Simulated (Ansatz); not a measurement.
**Molecular dynamics of BH₃Cl₂ (part 3 of 3)**

Continued. System: BH₃Cl₂. Method: RKS PBE-D4/def2-SVP (Ansatz 0.2.0). It belongs to a series of runs on one base structure; here: dynamics from the highest image of the converged band.

Geometry of the input (Å):
```
B  -0.0930  -0.1839  0.0840
H  -0.1063  0.2356  1.3079
H  0.9900  -0.0131  -0.4194
Cl -1.6015  0.1945  -0.7565
Cl -0.0453  -2.2413  0.7306
H  -0.1190  -0.8916  1.4081
```

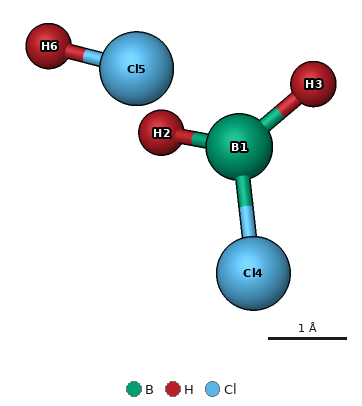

The geometry at step 100 of the log (ball-and-stick view, seen at a tilt; atoms are numbered from 1 in the order of the input).

```
Total energy: -25750.73984312 eV, -946.3222347564 hartree
Atom 0 at    -0.128885     0.901060    -0.284303 Å, force     0.984679    -0.048346     0.225325 eV/Å
Atom 1 at    -0.131375     1.373304     0.866666 Å, force     0.194002    -0.143136    -0.678883 eV/Å
Atom 2 at     0.903709     0.750371    -1.016344 Å, force    -1.028376     0.225357     0.694443 eV/Å
Atom 3 at    -1.671962     0.341039    -0.854854 Å, force    -0.131665    -0.075955    -0.211579 eV/Å
Atom 4 at     0.024144    -2.694310     0.960475 Å, force     0.090532    -0.306175     0.231805 eV/Å
Atom 5 at     0.411781    -3.650304     1.770891 Å, force    -0.109171     0.348255    -0.261111 eV/Å
Dipole moment:     0.105135    -0.221009     0.190809 e Å
```

Trajectory as extended XYZ (Å, eV, eV/Å), 31 of the 201 frames kept, from step=0 to step=200:
```
6
Properties=species:S:1:pos:R:3:forces:R:3 step=0 time_fs=0.0 energy=-25750.64229 temperature=300.0
B    -0.0930   -0.1839    0.0840    0.0155  -0.0268   0.0041
H    -0.1063    0.2356    1.3079   -0.0063   0.0005   0.0029
H     0.9900   -0.0131   -0.4194   -0.0007   0.0062  -0.0006
Cl   -1.6015    0.1945   -0.7565   -0.0085   0.0005  -0.0049
Cl   -0.0453   -2.2413    0.7306   -0.0094   0.0176  -0.0080
H    -0.1190   -0.8916    1.4081    0.0093   0.0020   0.0064
6
Properties=species:S:1:pos:R:3:forces:R:3 step=7 time_fs=3.5 energy=-25750.56605 temperature=154.2
B    -0.0937   -0.1685    0.0610   -1.2550  -0.1717   1.6169
H    -0.1343    0.1799    1.3448    0.0576   0.1704  -0.5628
H     0.9446   -0.0316   -0.4170    1.3320   0.2192  -0.5894
Cl   -1.6012    0.1979   -0.7564   -0.1855   0.0467  -0.1704
Cl   -0.0424   -2.2453    0.7351   -0.0328  -0.2695  -0.0055
H    -0.1490   -0.9608    1.4550    0.0836   0.0050  -0.2888
6
Properties=species:S:1:pos:R:3:forces:R:3 step=13 time_fs=6.5 energy=-25750.58675 temperature=193.2
B    -0.1026   -0.1565    0.0535    0.6160   0.1193   0.9866
H    -0.1532    0.1477    1.3296    0.1048   0.4099  -0.5334
H     1.0026   -0.0307   -0.4577   -0.3703   0.0091   0.1753
Cl   -1.6015    0.2008   -0.7568   -0.4081   0.0775  -0.3535
Cl   -0.0401   -2.2494    0.7389   -0.0445  -0.5386  -0.0050
H    -0.1675   -1.0201    1.4710    0.1021  -0.0771  -0.2700
6
Properties=species:S:1:pos:R:3:forces:R:3 step=20 time_fs=10.0 energy=-25750.57880 temperature=178.4
B    -0.1071   -0.1411    0.0541    1.4906   0.4234  -0.0873
H    -0.1639    0.1549    1.2615    0.1332   0.5516   0.1825
H     1.0341   -0.0284   -0.4885   -1.1273  -0.1228   0.4682
Cl   -1.6030    0.2045   -0.7584   -0.5463   0.0500  -0.5225
Cl   -0.0374   -2.2559    0.7433   -0.0086  -0.9370  -0.1122
H    -0.1786   -1.0963    1.4637    0.0584   0.0348   0.0713
6
Properties=species:S:1:pos:R:3:forces:R:3 step=27 time_fs=13.5 energy=-25750.63430 temperature=285.1
B    -0.0977   -0.1213    0.0547   -0.2196   0.5701   0.0582
H    -0.1593    0.2232    1.2135    0.1415   0.3210   0.6714
H     0.9572   -0.0388   -0.4758    0.4985  -0.0758  -0.3796
Cl   -1.6063    0.2084   -0.7616   -0.4560  -0.0351  -0.5215
Cl   -0.0348   -2.2655    0.7473    0.0566  -1.2126  -0.3291
H    -0.1833   -1.1645    1.4664   -0.0210   0.4325   0.5006
6
Properties=species:S:1:pos:R:3:forces:R:3 step=33 time_fs=16.5 energy=-25750.66241 temperature=339.9
B    -0.0903   -0.0993    0.0561   -1.1184   0.8137   0.8743
H    -0.1418    0.3110    1.2259    0.1778  -0.1673   0.0593
H     0.9245   -0.0556   -0.4934    1.2205  -0.0792  -0.7321
Cl   -1.6104    0.2116   -0.7658   -0.3051  -0.0884  -0.3955
Cl   -0.0325   -2.2767    0.7500   -0.0150  -0.5730  -0.0017
H    -0.1879   -1.1897    1.5085    0.0401   0.0941   0.1957
6
Properties=species:S:1:pos:R:3:forces:R:3 step=40 time_fs=20.0 energy=-25750.69601 temperature=404.9
B    -0.0898   -0.0654    0.0648    0.7222   0.9123  -0.0446
H    -0.1028    0.3947    1.2452    0.1390  -0.5006  -0.4456
H     0.9846   -0.0834   -0.5735   -0.7324  -0.0374   0.4693
Cl   -1.6160    0.2151   -0.7718   -0.1325  -0.1006  -0.1872
Cl   -0.0298   -2.2914    0.7533   -0.1447   0.2823   0.5783
H    -0.1880   -1.2148    1.5738    0.1485  -0.5561  -0.3703
6
Properties=species:S:1:pos:R:3:forces:R:3 step=47 time_fs=23.5 energy=-25750.74274 temperature=495.1
B    -0.0833   -0.0219    0.0731    0.8611   0.6056  -0.9911
H    -0.0484    0.4250    1.2214    0.0176  -0.2935  -0.0355
H     0.9794   -0.1147   -0.6104   -0.9546   0.0906   0.6610
Cl   -1.6221    0.2183   -0.7785    0.0956  -0.0803   0.0563
Cl   -0.0276   -2.3055    0.7582   -0.0859  -0.0487   0.3222
H    -0.1726   -1.2958    1.6050    0.0661  -0.2736  -0.0130
6
Properties=species:S:1:pos:R:3:forces:R:3 step=53 time_fs=26.5 energy=-25750.78336 temperature=573.4
B    -0.0712    0.0208    0.0725   -0.7428   0.3360  -0.8173
H     0.0006    0.4235    1.1971   -0.0833   0.0570   0.5701
H     0.8967   -0.1352   -0.5882    0.5608  -0.0138  -0.3533
Cl   -1.6270    0.2208   -0.7841    0.2907  -0.0127   0.2627
Cl   -0.0259   -2.3178    0.7633    0.0462  -0.8677  -0.4363
H    -0.1533   -1.3884    1.6321   -0.0716   0.5013   0.7742
6
Properties=species:S:1:pos:R:3:forces:R:3 step=60 time_fs=30.0 energy=-25750.80603 temperature=617.1
B    -0.0646    0.0742    0.0646   -1.1725   0.1218  -0.1400
H     0.0481    0.4258    1.2204   -0.2002   0.1085   0.0909
H     0.8608   -0.1614   -0.6011    0.9950   0.0007  -0.6455
Cl   -1.6319    0.2237   -0.7897    0.4028   0.1182   0.4195
Cl   -0.0238   -2.3343    0.7682   -0.0484  -0.1458   0.2772
H    -0.1361   -1.4577    1.7320    0.0233  -0.2033  -0.0021
6
Properties=species:S:1:pos:R:3:forces:R:3 step=67 time_fs=33.5 energy=-25750.78510 temperature=577.6
B    -0.0684    0.1283    0.0538    0.6571  -0.5578  -0.6777
H     0.0723    0.4400    1.2523   -0.2896   0.0564  -0.6393
H     0.9175   -0.1802   -0.6716   -0.7198   0.5913   0.6391
Cl   -1.6355    0.2270   -0.7941    0.3773   0.2227   0.4471
Cl   -0.0219   -2.3515    0.7740   -0.0981   0.3443   0.9102
H    -0.1170   -1.5462    1.8341    0.0732  -0.6569  -0.6795
6
Properties=species:S:1:pos:R:3:forces:R:3 step=73 time_fs=36.5 energy=-25750.82910 temperature=662.1
B    -0.0678    0.1703    0.0391    0.6750  -0.7667  -0.8070
H     0.0672    0.4586    1.2289   -0.2515   0.1588  -0.3999
H     0.9168   -0.1475   -0.6860   -0.7286   0.5962   0.6248
Cl   -1.6376    0.2304   -0.7966    0.3129   0.2599   0.3872
Cl   -0.0205   -2.3655    0.7811    0.0066  -0.2605  -0.0270
H    -0.0947   -1.6750    1.8706   -0.0144   0.0122   0.2219
6
Properties=species:S:1:pos:R:3:forces:R:3 step=80 time_fs=40.0 energy=-25750.86939 temperature=740.0
B    -0.0622    0.2122    0.0146   -1.0791  -0.4033  -0.1262
H     0.0351    0.4992    1.1677   -0.1238   0.3227   0.4549
H     0.8573   -0.0520   -0.6505    0.9791  -0.0167  -0.6837
Cl   -1.6391    0.2352   -0.7984    0.1995   0.2354   0.2332
Cl   -0.0188   -2.3826    0.7892    0.0581  -0.3410  -0.4478
H    -0.0700   -1.8249    1.9392   -0.0337   0.2029   0.5695
6
Properties=species:S:1:pos:R:3:forces:R:3 step=87 time_fs=43.5 energy=-25750.90921 temperature=816.4
B    -0.0660    0.2493   -0.0118   -0.6031  -0.1842   0.1832
H    -0.0118    0.5736    1.1470   -0.0134   0.1194   0.1908
H     0.8895    0.0489   -0.6776    0.5877  -0.0366  -0.4157
Cl   -1.6399    0.2407   -0.7995   -0.0160   0.1363  -0.0099
Cl   -0.0170   -2.4006    0.7963    0.0311   0.2904   0.9349
H    -0.0486   -1.9589    2.0531    0.0136  -0.3253  -0.8833
6
Properties=species:S:1:pos:R:3:forces:R:3 step=93 time_fs=46.5 energy=-25750.88226 temperature=765.0
B    -0.0745    0.2797   -0.0329    1.0445   0.0623   0.0148
H    -0.0535    0.6488    1.1471    0.1142  -0.2017  -0.4384
H     0.9707    0.1313   -0.7391   -0.9711   0.0901   0.6510
Cl   -1.6407    0.2458   -0.8004   -0.2399   0.0253  -0.2349
Cl   -0.0153   -2.4155    0.8045    0.0523   0.1536   0.6239
H    -0.0295   -2.0973    2.0859    0.0000  -0.1296  -0.6164
6
Properties=species:S:1:pos:R:3:forces:R:3 step=100 time_fs=50.0 energy=-25750.86111 temperature=724.2
B    -0.0751    0.3159   -0.0572    0.9087   0.4354   0.1925
H    -0.0892    0.7160    1.1058    0.2325  -0.2709  -0.2558
H     0.9721    0.2336   -0.7490   -0.8222  -0.1241   0.5011
Cl   -1.6423    0.2518   -0.8021   -0.3772  -0.0938  -0.4083
Cl   -0.0132   -2.4325    0.8154    0.0577  -0.1168  -0.8796
H    -0.0072   -2.2699    2.0766    0.0005   0.1702   0.8502
6
Properties=species:S:1:pos:R:3:forces:R:3 step=107 time_fs=53.5 energy=-25750.81942 temperature=643.6
B    -0.0676    0.3567   -0.0788   -1.1014   0.4868   0.7334
H    -0.0989    0.7549    1.0424    0.2302  -0.0279   0.6264
H     0.8979    0.3212   -0.7142    1.1433  -0.3550  -0.8702
Cl   -1.6451    0.2575   -0.8052   -0.3303  -0.1630  -0.4380
Cl   -0.0109   -2.4498    0.8243    0.0617  -0.0135   0.2812
H     0.0151   -2.4277    2.1333   -0.0035   0.0727  -0.3328
6
Properties=species:S:1:pos:R:3:forces:R:3 step=113 time_fs=56.5 energy=-25750.82393 temperature=651.9
B    -0.0682    0.3958   -0.0920   -0.5882   0.4457   0.4157
H    -0.0858    0.7827    1.0360    0.1982  -0.0278   0.5453
H     0.9127    0.3659   -0.7461    0.5981  -0.3125  -0.5234
Cl   -1.6484    0.2620   -0.8090   -0.2586  -0.1568  -0.3799
Cl   -0.0087   -2.4647    0.8324    0.0751  -0.0977   0.9333
H     0.0338   -2.5543    2.1632   -0.0246   0.1490  -0.9910
6
Properties=species:S:1:pos:R:3:forces:R:3 step=120 time_fs=60.0 energy=-25750.81867 temperature=642.1
B    -0.0731    0.4459   -0.1033    1.0631   0.3710   0.0215
H    -0.0495    0.8093    1.0758    0.1108  -0.2192  -0.4156
H     0.9771    0.3860   -0.8274   -1.0883  -0.1054   0.6760
Cl   -1.6530    0.2668   -0.8146   -0.1243  -0.0768  -0.2271
Cl   -0.0060   -2.4823    0.8440    0.0113   0.0083  -0.4446
H     0.0538   -2.6874    2.1117    0.0274   0.0221   0.3899
6
Properties=species:S:1:pos:R:3:forces:R:3 step=127 time_fs=63.5 energy=-25750.84591 temperature=694.2
B    -0.0685    0.4998   -0.1139    0.4947  -0.0264   0.1166
H    -0.0009    0.8139    1.0769   -0.0367  -0.0779  -0.4688
H     0.9357    0.3932   -0.8443   -0.6089   0.0303   0.3962
Cl   -1.6580    0.2713   -0.8209    0.1227   0.0603   0.0041
Cl   -0.0033   -2.4998    0.8546   -0.0174   0.0690  -0.5717
H     0.0767   -2.8183    2.0928    0.0458  -0.0554   0.5236
6
Properties=species:S:1:pos:R:3:forces:R:3 step=133 time_fs=66.5 energy=-25750.79686 temperature=600.0
B    -0.0608    0.5459   -0.1220   -1.3019  -0.3925   0.3323
H     0.0384    0.8110    1.0392   -0.1027   0.2446   0.3297
H     0.8493    0.4001   -0.8269    1.0560  -0.0587  -0.8279
Cl   -1.6620    0.2754   -0.8264    0.3283   0.1976   0.2081
Cl   -0.0009   -2.5148    0.8623    0.0676  -0.3165   0.7309
H     0.0998   -2.9323    2.1183   -0.0473   0.3254  -0.7731
6
Properties=species:S:1:pos:R:3:forces:R:3 step=140 time_fs=70.0 energy=-25750.79545 temperature=596.3
B    -0.0632    0.5955   -0.1292   -0.7127  -0.8377  -0.5416
H     0.0733    0.8335    1.0284   -0.1474   0.3527   0.4474
H     0.8435    0.4046   -0.8812    0.4286   0.1641  -0.2417
Cl   -1.6657    0.2807   -0.8320    0.4188   0.3125   0.3719
Cl    0.0020   -2.5331    0.8732    0.0308  -0.1913   0.2961
H     0.1226   -3.0336    2.0781   -0.0181   0.1997  -0.3320
6
Properties=species:S:1:pos:R:3:forces:R:3 step=147 time_fs=73.5 energy=-25750.72589 temperature=463.4
B    -0.0729    0.6363   -0.1414    0.6795  -0.9067  -0.6976
H     0.0898    0.8937    1.0569   -0.2707   0.1163  -0.5890
H     0.8849    0.4286   -0.9605   -0.8143   0.4487   0.8984
Cl   -1.6680    0.2870   -0.8365    0.3990   0.3305   0.4221
Cl    0.0049   -2.5519    0.8848   -0.1194   0.3995  -0.9272
H     0.1448   -3.1180    2.0100    0.1259  -0.3882   0.8933
6
Properties=species:S:1:pos:R:3:forces:R:3 step=153 time_fs=76.5 energy=-25750.77910 temperature=565.0
B    -0.0767    0.6636   -0.1576    0.3103  -0.5935  -0.2092
H     0.0801    0.9581    1.0374   -0.2731   0.0140  -0.6594
H     0.8588    0.4874   -0.9577   -0.3787   0.2867   0.5186
Cl   -1.6689    0.2933   -0.8392    0.3405   0.2738   0.3859
Cl    0.0072   -2.5673    0.8928    0.0089  -0.1361   0.1295
H     0.1729   -3.2152    2.0128   -0.0078   0.1552  -0.1653
6
Properties=species:S:1:pos:R:3:forces:R:3 step=160 time_fs=80.0 energy=-25750.76326 temperature=535.4
B    -0.0798    0.6897   -0.1782   -1.2805  -0.2178   0.2456
H     0.0407    1.0373    0.9564   -0.1321   0.1545   0.4068
H     0.8053    0.5832   -0.9146    1.1696  -0.0990  -0.8811
Cl   -1.6689    0.3015   -0.8413    0.2472   0.1333   0.2668
Cl    0.0100   -2.5857    0.9026    0.1010  -0.4958   0.6662
H     0.2043   -3.3107    1.9990   -0.1052   0.5248  -0.7042
6
Properties=species:S:1:pos:R:3:forces:R:3 step=167 time_fs=83.5 energy=-25750.80561 temperature=615.9
B    -0.0937    0.7133   -0.1979   -0.0446   0.1383  -0.5205
H    -0.0147    1.1323    0.9133   -0.0292   0.0562   0.5325
H     0.8555    0.6719   -0.9464    0.0459  -0.1583  -0.0300
Cl   -1.6682    0.3101   -0.8424    0.0356  -0.0703   0.0557
Cl    0.0129   -2.6053    0.9141   -0.1442   0.3811  -0.5851
H     0.2272   -3.3583    1.9221    0.1365  -0.3470   0.5476
6
Properties=species:S:1:pos:R:3:forces:R:3 step=173 time_fs=86.5 energy=-25750.74336 temperature=496.7
B    -0.1069    0.7348   -0.2180    1.1564   0.8246  -0.1367
H    -0.0652    1.2173    0.9198    0.0551  -0.3857  -0.4013
H     0.9126    0.7326   -0.9845   -0.9997  -0.2374   0.7287
Cl   -1.6674    0.3173   -0.8432   -0.2009  -0.2388  -0.1534
Cl    0.0152   -2.6215    0.9228   -0.1470   0.3618  -0.5047
H     0.2565   -3.4206    1.8913    0.1360  -0.3245   0.4673
6
Properties=species:S:1:pos:R:3:forces:R:3 step=180 time_fs=90.0 energy=-25750.74951 temperature=508.0
B    -0.1120    0.7680   -0.2423    0.4977   1.0241   0.6400
H    -0.1172    1.2769    0.8896    0.1888  -0.4260  -0.4518
H     0.8844    0.7776   -0.9608   -0.3328  -0.2907   0.1668
Cl   -1.6671    0.3250   -0.8447   -0.3389  -0.3488  -0.3181
Cl    0.0174   -2.6396    0.9319    0.1518  -0.5883   0.5926
H     0.3012   -3.5149    1.8912   -0.1666   0.6297  -0.6296
6
Properties=species:S:1:pos:R:3:forces:R:3 step=187 time_fs=93.5 energy=-25750.72812 temperature=467.2
B    -0.1128    0.8117   -0.2602   -1.0857   0.3830   0.6200
H    -0.1480    1.2935    0.8197    0.2357   0.1790   0.7257
H     0.8296    0.7892   -0.9258    1.1697  -0.2729  -0.9443
Cl   -1.6679    0.3315   -0.8472   -0.3034  -0.3309  -0.3677
Cl    0.0201   -2.6592    0.9424   -0.0178  -0.0607   0.0188
H     0.3314   -3.5514    1.8353    0.0014   0.1026  -0.0525
6
Properties=species:S:1:pos:R:3:forces:R:3 step=193 time_fs=96.5 energy=-25750.76486 temperature=537.6
B    -0.1205    0.8528   -0.2707    0.0218  -0.0117  -0.2615
H    -0.1526    1.3183    0.8140    0.2490   0.3069   0.7220
H     0.8651    0.7747   -0.9644    0.0082  -0.0936  -0.0900
Cl   -1.6694    0.3362   -0.8502   -0.2620  -0.2425  -0.3398
Cl    0.0223   -2.6761    0.9515   -0.3092   0.7279  -0.7090
H     0.3575   -3.5724    1.7806    0.2921  -0.6871   0.6784
6
Properties=species:S:1:pos:R:3:forces:R:3 step=200 time_fs=100.0 energy=-25750.73981 temperature=489.7
B    -0.1289    0.9011   -0.2843    0.9847  -0.0483   0.2253
H    -0.1314    1.3733    0.8667    0.1940  -0.1431  -0.6789
H     0.9037    0.7504   -1.0163   -1.0284   0.2254   0.6944
Cl   -1.6720    0.3410   -0.8549   -0.1317  -0.0760  -0.2116
Cl    0.0241   -2.6943    0.9605    0.0905  -0.3062   0.2318
H     0.4118   -3.6503    1.7709   -0.1092   0.3483  -0.2611
```
